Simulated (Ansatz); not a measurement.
# Lattice dynamics of Li2PtSe2 (built on the sites of a database entry of Rb2PdSe2)

Task: relax Li2PtSe2 (built on the sites of a database entry of Rb2PdSe2), then find its harmonic phonons.

Program: Ansatz 0.2.0. Level of theory: DFT PBEsol, scalar-relativistic, plane waves, PAW. Results are calculated unless marked as measured.

The structure was built from a prototype and need not be the compound's stable phase.

## Step 1: The starting structure

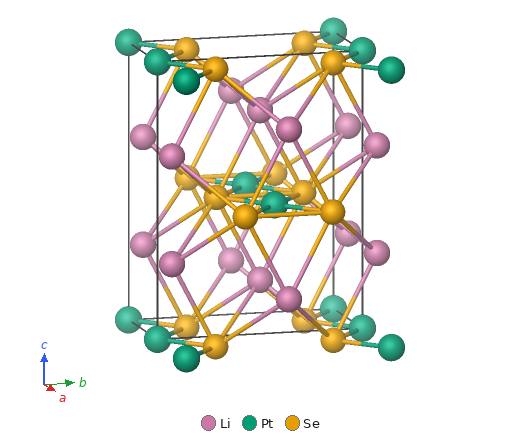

The cell as given, slightly off an axis (lithium pink, platinum teal, selenium orange). 2×1×1 cells are drawn. This picture shows the conventional cell, with its axes. Some periodic images of atoms are drawn too.

## Step 2: Coarse relaxation

A rough relaxation comes first, because large forces or stress need no tight tolerances yet.

Input file input.yaml:

```yaml
crystal:
  lattice:
    - [-1.46023, 2.94017, 3.90015]
    - [1.46023, -2.94017, 3.90015]
    - [1.46023, 2.94017, -3.90015]
  atoms:
    - { symbol: Li, position: [0.69403938, 0.19403938, 0.5] }
    - { symbol: Li, position: [0.30596062, 0.80596062, 0.5] }
    - { symbol: Pt, position: [0.0, 0.0, 0.0] }
    - { symbol: Se, position: [0.2127809, 0.5, 0.7127809] }
    - { symbol: Se, position: [0.7872191, 0.5, 0.2872191] }
kpoints:
  mp_grid: { grid: [8, 8, 8] }
hamiltonian:
  xc: pbesol
scf:
  occupations: { method: gaussian, width: 0.1 }
output:
  forces: true
  stress: true
  eigenvalues: true
relax:
  adjacent_minimum: "off"
  f_tol: 0.05
  max_steps: 80
  cell: { stress_tol: 0.5 }
```

Command:

```console
$ ansatz run input.yaml --threads 8 --pin off --max-ram 14336MiB --backend cpu --events-out ev --progress --plain --runs-dir out
```

Numbers of over 12 decimals in the logs are rounded to 6 here.

The log of the run:

```text
The last accepted step is kept in <dir> (removed where the run ends without a failure and the disk answers)
Engine: ansatz 0.2.0, x86_64-unknown-linux-gnu
Pseudopotentials: kind: paw
Pseudopotential: Li, paw, valence charge 3, recommended cutoff 420 eV (normal), Li.paw.azcp
Pseudopotential: Pt, paw, valence charge 18, recommended cutoff 420 eV (normal), Pt.paw.azcp
[...]
cell:  # Å, volume = 94.3862 Å³
    - [-1.790840, 3.350600, 3.932506]
    - [1.790840, -3.350600, 3.932506]
    - [1.790840, 3.350600, -3.932506]
  atoms:
    - { symbol: Li, position: [0.724441, 0.224441, 0.5] }
    - { symbol: Li, position: [0.275559, 0.775559, 0.500000] }
    - { symbol: Pt, position: [6.218942360969924e-19, 5.33393053717565e-19, 0] }
    - { symbol: Se, position: [0.250855, 0.5, 0.750855] }
    - { symbol: Se, position: [0.749145, 0.5, 0.249145] }
[key lines of the parts left out:]
SCF converged after 6 iterations
Free energy (F): -23642.072779 eV
Fermi energy:    8.588559 eV
P = ⅓ Tr σ = 0.2919 GPa (2.919 kbar)
```

Elapsed: 16 s, on 8 threads of Intel Xeon Platinum 8375C at 2.90GHz (Ice Lake), shared host; peak memory 0.75 GiB; 1.9 min of CPU time.

The steps of the relaxation:

```csv
step,energy less that of the first step (eV),largest force component (eV/Å),pressure (GPa),volume (Å³)
1,0.0000,29.0205,147.67,66.98
2,-11.9078,9.6530,59.05,72.58
3,-14.7289,4.4080,29.68,78.24
4,-16.0581,1.4194,11.13,85.04
5,-16.4045,0.4250,3.42,89.85
6,-16.4698,0.0665,0.27,92.21
7,-16.4729,0.0341,-0.28,92.88
8*,-16.5437,0.0356,0.99,92.88
9,-16.5546,0.0147,0.30,94.39
10*,-16.5548,0.0149,0.29,94.39
```

Relaxation steps marked * repeat the geometry before them on a plane-wave basis chosen anew for their cell, so energy and pressure can jump there.

The run keeps the 8 symmetry operations that it works with, so distortions that break them were not tested.

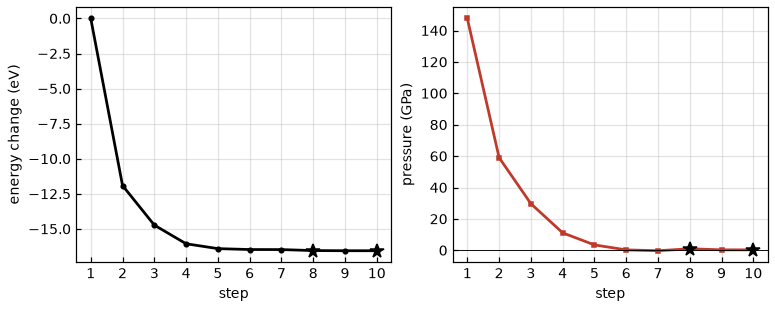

Energy and pressure along the relaxation. Stars mark steps on a basis chosen anew.

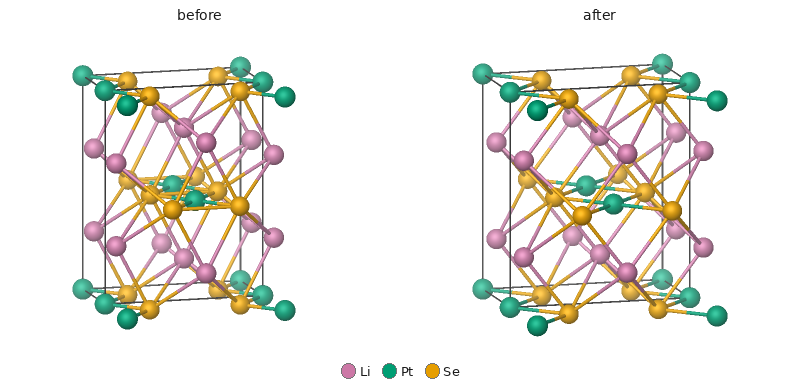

The structure before and after the relaxation, drawn at the same scale.

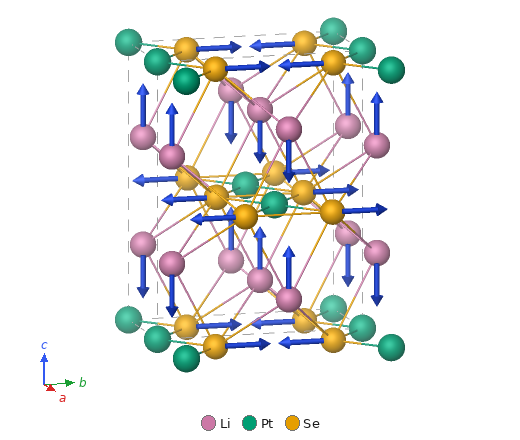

Displacements in the relaxation, exaggerated, measured against the changing cell; the longest in the cell stands for 0.26 Å. 2×1×1 conventional cells are drawn. Some periodic images of atoms are drawn too.

```csv
cell as run,before,after,change
a (Å),5.098,5.468,+7.3 %
b (Å),5.098,5.468,+7.3 %
c (Å),5.098,5.468,+7.3 %
α (°),146.71,141.76,-3.4 %
β (°),109.56,104.42,-4.7 %
γ (°),80.18,88.02,+9.8 %
volume (Å³/atom),13.40,18.88,+40.9 %
```

The atoms that moved most (Å, as changes of fractional coordinates times the final cell):

```csv
atom,dx,dy,dz,length
Se5,0.000,-0.255,0.000,0.255
Se4,0.000,0.255,0.000,0.255
Li2,0.000,0.000,-0.239,0.239
Li1,0.000,0.000,0.239,0.239
```

The relaxed structure:

```cif
data_structure
_symmetry_space_group_name_H-M 'P 1'
_symmetry_Int_Tables_number 1
_cell_length_a 5.4679
_cell_length_b 5.4679
_cell_length_c 5.4679
_cell_angle_alpha 141.764
_cell_angle_beta 104.419
_cell_angle_gamma 88.024
_cell_volume 94.39
loop_
_atom_site_label
_atom_site_type_symbol
_atom_site_fract_x
_atom_site_fract_y
_atom_site_fract_z
_atom_site_occupancy
Li1 Li 0.72444 0.22444 0.50000 1
Li2 Li 0.27556 0.77556 0.50000 1
Pt3 Pt 0.00000 0.00000 0.00000 1
Se4 Se 0.25086 0.50000 0.75086 1
Se5 Se 0.74914 0.50000 0.24914 1
```

Numbers from this step:

```
pressure          : 0.2919 GPa
volume per atom   : 18.88 Å³
gap on the k-mesh : 0 eV
```

In this step the volume went from 13.40 to 18.88 Å³/atom.

## Step 3: Relaxation

Harmonic phonons are second derivatives at a point where the forces vanish, and they are wanted at zero stress, so atoms and cell are relaxed first.

Input file input.yaml:

```yaml
crystal:
  lattice:
    - [-1.7908397371, 3.3505998522, 3.9325056901]
    - [1.7908397371, -3.3505998522, 3.9325056901]
    - [1.7908397371, 3.3505998522, -3.9325056901]
  atoms:
    - { symbol: Li, position: [0.7244413891, 0.2244413891, 0.5] }
    - { symbol: Li, position: [0.2755586109, 0.7755586109, 0.5] }
    - { symbol: Pt, position: [0.0, 0.0, 0.0] }
    - { symbol: Se, position: [0.2508553081, 0.5, 0.7508553081] }
    - { symbol: Se, position: [0.7491446919, 0.5, 0.2491446919] }
kpoints:
  mp_grid: { grid: [12, 12, 12] }
hamiltonian:
  xc: pbesol
scf:
  occupations: { method: gaussian, width: 0.1 }
output:
  forces: true
  stress: true
  eigenvalues: true
relax:
  adjacent_minimum: "off"
  f_tol: 0.005
  max_steps: 80
  cell: { stress_tol: 0.05 }
```

The log of the run:

```text
[...]
Crystal: 5 atoms, lattice volume = 94.386 Å³
Basis set: ecut = 420 eV, 1839 PW (Γ), exchange–correlation on 80×80×80 points (8 copies of the dense FFT grid, shifted against one another)
Bands: 34, of which v1, the nominal top of the filled ones, is band 28 counted from 1 (27 counted from 0)
Symmetry: 8 space group operations
[...]
k-points: 280 of 1728
[...]
cell:  # Å, volume = 94.9031 Å³
    - [-1.796360, 3.356823, 3.934582]
    - [1.796360, -3.356823, 3.934582]
    - [1.796360, 3.356823, -3.934582]
  atoms:
    - { symbol: Li, position: [0.724687, 0.224687, 0.5] }
    - { symbol: Li, position: [0.275313, 0.775313, 0.500000] }
    - { symbol: Pt, position: [0, 0, 0] }
    - { symbol: Se, position: [0.250120, 0.5, 0.750120] }
    - { symbol: Se, position: [0.749880, 0.5, 0.249880] }
[key lines of the parts left out:]
SCF converged after 6 iterations
Free energy (F): -23642.072500 eV
Fermi energy:    8.546144 eV
P = ⅓ Tr σ = -0.0111 GPa (-0.111 kbar)
```

It took 23 s on 8 threads; peak memory 1.1 GiB; 2.9 min of CPU time.

Relaxation path:

```csv
step,energy less that of the first step (eV),largest force component (eV/Å),pressure (GPa),volume (Å³)
1,0.0000,0.0136,0.29,94.39
2,0.0002,0.0204,-0.20,95.37
3,-0.0005,0.0033,0.02,94.83
4,-0.0005,0.0024,-0.01,94.90
5*,-0.0006,0.0024,-0.01,94.90
```

Relaxation steps marked * repeat the geometry before them on a plane-wave basis chosen anew for their cell, so energy and pressure can jump there. Relaxation step 2 was tried and not accepted.

The run keeps the 8 symmetry operations that it works with, so distortions that break them were not tested.

```csv
"conventional cell, symmetrised",before,after,change
a (Å),3.582,3.593,+0.3 %
b (Å),6.701,6.714,+0.2 %
c (Å),7.865,7.869,+0.1 %
volume (Å³/atom),18.88,18.98,+0.5 %
```

The relaxed structure:

```cif
data_structure
_symmetry_space_group_name_H-M 'P 1'
_symmetry_Int_Tables_number 1
_cell_length_a 5.4750
_cell_length_b 5.4750
_cell_length_c 5.4750
_cell_angle_alpha 141.693
_cell_angle_beta 104.370
_cell_angle_gamma 88.115
_cell_volume 94.90
loop_
_atom_site_label
_atom_site_type_symbol
_atom_site_fract_x
_atom_site_fract_y
_atom_site_fract_z
_atom_site_occupancy
Li1 Li 0.72469 0.22469 0.50000 1
Li2 Li 0.27531 0.77531 0.50000 1
Pt3 Pt 0.00000 0.00000 0.00000 1
Se4 Se 0.25012 0.50000 0.75012 1
Se5 Se 0.74988 0.50000 0.24988 1
```

This step gave:

```
pressure        : -0.01106 GPa
volume per atom : 18.98 Å³
```

In this step the volume went from 18.88 to 18.98 Å³/atom.

## Step 4: Tight relaxation

Phonons need a cell at rest on their own settings, so the relaxation is repeated with tight tolerances on forces and stress, using the mesh and the filling of the phonon run that follows.

Input file input.yaml:

```yaml
crystal:
  lattice:
    - [-1.7963599492, 3.3568225007, 3.9345822793]
    - [1.7963599492, -3.3568225007, 3.9345822793]
    - [1.7963599492, 3.3568225007, -3.9345822793]
  atoms:
    - { symbol: Li, position: [0.7246871191, 0.2246871191, 0.5] }
    - { symbol: Li, position: [0.2753128809, 0.7753128809, 0.5] }
    - { symbol: Pt, position: [0.0, 0.0, 0.0] }
    - { symbol: Se, position: [0.2501198116, 0.5, 0.7501198116] }
    - { symbol: Se, position: [0.7498801884, 0.5, 0.2498801884] }
kpoints:
  mp_grid: { grid: [12, 12, 12] }
hamiltonian:
  xc: pbesol
scf:
  occupations: { method: methfessel_paxton, width: 0.2 }
output:
  forces: true
  stress: true
  eigenvalues: true
relax:
  adjacent_minimum: "off"
  f_tol: 0.001
  max_steps: 60
  cell: { stress_tol: 0.01 }
```

The log of the run:

```text
[...]
Crystal: 5 atoms, lattice volume = 94.903 Å³
Basis set: ecut = 420 eV, 1849 PW (Γ), exchange–correlation on 80×80×80 points (8 copies of the dense FFT grid, shifted against one another)
Bands: 34, of which v1, the nominal top of the filled ones, is band 28 counted from 1 (27 counted from 0)
[... 1 set-up line as in the run before ...]
[...]
k-points: 280 of 1728
[...]
cell:  # Å, volume = 94.9139 Å³
    - [-1.796369, 3.357065, 3.934725]
    - [1.796369, -3.357065, 3.934725]
    - [1.796369, 3.357065, -3.934725]
  atoms:
    - { symbol: Li, position: [0.724889, 0.224889, 0.500000] }
    - { symbol: Li, position: [0.275111, 0.775111, 0.5] }
    - { symbol: Pt, position: [0, 0, 0] }
    - { symbol: Se, position: [0.250056, 0.5, 0.750056] }
    - { symbol: Se, position: [0.749944, 0.500000, 0.249944] }
[key lines of the parts left out:]
SCF converged after 7 iterations
Free energy (F): -23642.071307 eV
Fermi energy:    8.522832 eV
P = ⅓ Tr σ = -0.0006 GPa (-0.006 kbar)
```

It took 18 s on 8 threads; peak memory 1.1 GiB.

Little changed from the start: no atom moved by 0.005 Å and no cell edge by 0.1 %.

Numbers from this step:

| Item | Value |
| --- | --- |
| pressure | -5.80e-4 GPa |

The largest force component left is 0.80 meV/Å and the pressure is -0.001 GPa, within the tolerances set. The cell now holds 18.98 Å³/atom.

## Step 5: Linear response at the zone centre

The zone centre is the only wavevector solved here; it holds the modes that light can see, as far as symmetry allows. No field response is asked, since the mesh shows no gap.

Input file input.yaml:

```yaml
crystal:
  lattice:
    - [-1.7963689909, 3.3570653113, 3.9347253246]
    - [1.7963689909, -3.3570653113, 3.9347253246]
    - [1.7963689909, 3.3570653113, -3.9347253246]
  atoms:
    - { symbol: Li, position: [0.7248885453, 0.2248885453, 0.5] }
    - { symbol: Li, position: [0.2751114547, 0.7751114547, 0.5] }
    - { symbol: Pt, position: [0.0, 0.0, 0.0] }
    - { symbol: Se, position: [0.2500564852, 0.5, 0.7500564852] }
    - { symbol: Se, position: [0.7499435148, 0.5, 0.2499435148] }
kpoints:
  mp_grid: { grid: [12, 12, 12] }
hamiltonian:
  xc: pbesol
scf:
  occupations: { method: methfessel_paxton, width: 0.2 }
output:
  eigenvalues: true
phonons:
  method: dfpt
```

The log of the run:

```text
zone centre: on kpoints.mp_grid the ground state, and the responses unless they are solved on pairs of k-points, stand on 476 of the mesh's 1728 k-points, reduced under 2 symmetry operations, with k and −k counted as one. Each operation leaves every solved displacement unchanged or reverses it
[...]
Crystal: 5 atoms, lattice volume = 94.914 Å³
Basis set: ecut = 420 eV, 1849 PW (Γ), exchange–correlation on 80×80×80 points (8 copies of the dense FFT grid, shifted against one another)
Bands: 34, of which v1, the nominal top of the filled ones, is band 28 counted from 1 (27 counted from 0)
[... 1 set-up line as in the run before ...]
k-points: 476 of 1728 (irreducible under 2 space group operations, time reversal used)
[...]
SCF iter   1: F=—  HF=-23642.073727 eV  |F-HF|=—  |Δ(HF+E_count)|=         —  Δρ=3.10e-3  dr2=1.05e-2  ethr=1.77e-3  ⟨swp⟩=5.3  Hψ=60148  notcnv=0
[...]
SCF iter  12: F=-23642.071307 eV  HF=-23642.071307 eV  |F-HF|=7.28e-12  |Δ(HF+E_count)|=  3.64e-12  S|Δr|=    0.00e0  Δρ=3.77e-8  dr2=2.03e-12  ethr=1.00e-12  ⟨swp⟩=8.8  Hψ=75647  notcnv=0
SCF 1 converged in 12 iterations: F = -23642.071307 eV  dr2 = 2.03e-12
[...]
DFPT response loops at Γ: preconditioner auto → Kerker (q_TF=auto, 2.499 Å⁻¹) (partly filled bands, converged f_vac=0.008); β = 1.00, the filter's whole step (`scf.mixing.beta` (0.50) is not read by the response loops under this deck's `scf.mixing.preconditioner`; to damp them name `kerker` or `kerker_dos`, under which they read `scf.mixing.beta`, and type it under 1.00, their step now; both keys bind the ground state too); Broyden in place of MSR1
SCF converged after 12 iterations
[...]
Free energy (F): -23642.071307 eV
[...]
Internal energy: -23642.073611 eV  (E = F + TS)
E sigma→0 (E₀):  -23642.071883 eV
Entropy (-TS):   0.002303 eV (0.461 meV/atom)
Fermi energy:    8.522831 eV
[...]
--- Band table (eV; the first three rows and the last of 476) ---
  k-point 0: bands = [... 24 lower, 6.0364, 7.1290, 7.7089, 7.9433, 10.1645, 10.8635, 11.0512, 13.8941, ... 2 higher]
  k-point 1: bands = [... 24 lower, 6.5067, 6.9574, 7.6712, 7.8723, 10.2648, 10.5074, 11.3427, 14.0181, ... 2 higher]
  k-point 2: bands = [... 24 lower, 6.6644, 7.0513, 7.5584, 7.6764, 9.6796, 10.5224, 12.1288, 13.3180, ... 2 higher]
  k-point 475: bands = [... 24 lower, 6.0431, 6.7854, 8.0032, 8.6432, 11.2250, 11.5046, 11.8160, 13.2594, ... 2 higher]
--- Phonons (Γ-DFPT): 9 representative perturbations + reference, on 476 of 1728 k-points (Σ response iterations 33) ---
  k mesh reduced under 2 symmetry operations, with k and −k counted as one. Each operation leaves every solved displacement unchanged or reverses it
  ASR residual: 2.272e-5 → 0.000e0 eV/Å²; symmetrization residual: 1.191e-6 eV/Å²
  ASR residual per site (eV/Å²): 8.76e-6 8.76e-6 2.27e-5 1.26e-5 1.26e-5
  Γ frequencies (cm⁻¹): 0.00 0.00 0.00 23.19 40.40 84.70 108.28 119.20 127.87 174.05 206.05 208.44 224.24 266.55 287.30
  non-analytic LO–TO correction: not included (Born effective charges unavailable; polar crystals: no LO–TO splitting at Γ)
```

Elapsed: 3 min, on 8 threads; peak memory 4.6 GiB.

Reading the cycles: dr2 is the Hartree energy of the density residual (eV), the measure of convergence; HF is the Harris–Foulkes estimate of the energy, which meets the free energy F at convergence.

This step gave:

```yaml
sum_rule_residual_before_enforcement: 2.27e-5 eV/Å²
point_group: mmm
highest_optical_mode_at_the_zone_centre_no_lo_to_term: 287.3 cm⁻¹
lowest_optical_zone_centre_mode: 23.19 cm⁻¹
```

Patterns of degenerate modes are one choice out of their space. Modes at Γ, with each element's share of the kinetic energy:

```csv
mode,frequency (cm⁻¹),symmetry,Li %,Pt %,Se %
1,0.0,acoustic,4,53,43
2,0.0,acoustic,4,53,43
3,0.0,acoustic,4,53,43
4,23.2,B3g,35,0,65
5,40.4,B2u,96,3,1
6,84.7,B3u,92,0,8
7,108.3,B1u,1,46,52
8,119.2,B2g,100,0,0
9,127.9,B3g,65,0,35
10,174.1,B1g,0,0,100
11,206.1,Ag,3,0,97
12,208.4,B2u,0,44,56
13,224.2,B3u,4,47,49
14,266.6,B1u,95,0,5
15,287.3,Ag,97,0,3
```

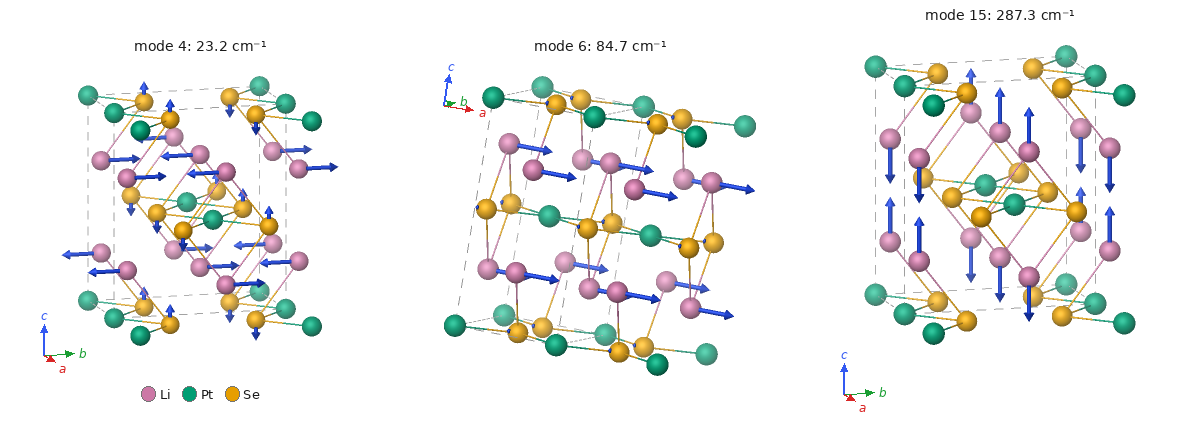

Displacement patterns of modes 4, 6 and 15 at Γ; arrows are exaggerated. 2×1×1 conventional cells are drawn. Some periodic images of atoms are drawn too.

Before it was imposed, the acoustic sum rule was missed by 2.3e-5 eV/Å². Small misses are needed for a sound result but don't prove that mesh and cutoff are converged. The lowest optical mode is real, 23.2 cm⁻¹.

## Step 6: Another isotope, element Li, natural mass 6.94 amu

An isotope changes the mass and not the force constants, so no new electronic calculation is needed; the shifts show which modes move this element.

The same force constants with the mass of Li changed from 6.940 to 6.015 u (phonopy, no LO-TO term). Both lists are sorted by frequency; levels can cross, so a row need not hold one and the same mode. Modes under 3 cm⁻¹ are left out. Isotope shifts, by row:

```csv
q,rank,natural mass (cm⁻¹),changed mass (cm⁻¹)
0 0 0,4,23.19,23.75
0 0 0,5,40.4,43.28
0 0 0,6,84.7,90.46
0 0 0,7,108.3,108.4
0 0 0,8,119.2,128
0 0 0,9,127.9,134.1
0 0 0,10,174.1,174.1
0 0 0,11,206.1,206.5
0 0 0,12,208.4,208.4
0 0 0,13,224.2,225
0 0 0,14,266.6,285.3
0 0 0,15,287.3,308
```

A mode of this element alone would shift by +7.41 %. The highest zone-centre frequency without the field goes from 287.3 to 308.0 cm⁻¹ (+7.2 %). The product of the frequency ratios over all optical modes at Γ is 1.524; the product rule, (m/m′)^(3k/2) (M′/M)^(3/2) with k = 2 such atoms and M the mass of the cell, gives 1.524.

## Step 7: Isotope substitution, element Se, natural mass 78.971 amu

The same for Se, from 78.97 to 81.92 u.

A mode of this element alone would shift by -1.81 %. The highest zone-centre frequency without the field goes from 287.3 to 287.1 cm⁻¹ (-0.1 %). The product of the frequency ratios over all optical modes at Γ is 0.918; the product rule, (m/m′)^(3k/2) (M′/M)^(3/2) with k = 2 such atoms and M the mass of the cell, gives 0.918.

## Step 8: Outcome

| Item | Value |
| --- | --- |
| space group after relaxation (within 0.01 Å) | Immm |
| volume per atom | 19.0 Å³ |
| electronic character | no gap on this mesh |
| highest optical mode at the zone centre (no LO-TO term) | 287 cm⁻¹ |
| lowest optical zone-centre mode | 23.2 cm⁻¹ |
| imaginary modes at Γ (the only wavevector solved) | none |

What this shows: The structure is stable against zone-centre distortions, since no mode there is imaginary; runs at other wavevectors are not part of this account. The optical modes at Γ span 23 to 287 cm⁻¹. The dispersion is not part of this account. The highest mode in this list at Γ, 287.3 cm⁻¹, is mostly motion of Li (97 % of the kinetic energy). With no gap, or one that is small against the smearing, the frequencies hang on the k mesh and the smearing, most of all near Kohn anomalies. Spin-orbit coupling is left out, which can matter for the heavy elements here. The starting cell was built on a prototype and not taken from a measurement, so the phase need not exist. These are harmonic frequencies at zero temperature: anharmonic shifts, linewidths and thermal expansion are left out.

[Logs are printed without paths, hosts, clocks, repeated set-up lines and the standing remarks that a program may print on its own settings, such as how far it seeks lower states.]

[Hosts, paths, dates, database ids (printed as entryN), source tags and the programs' standing remarks are cut or masked in the printed files.]
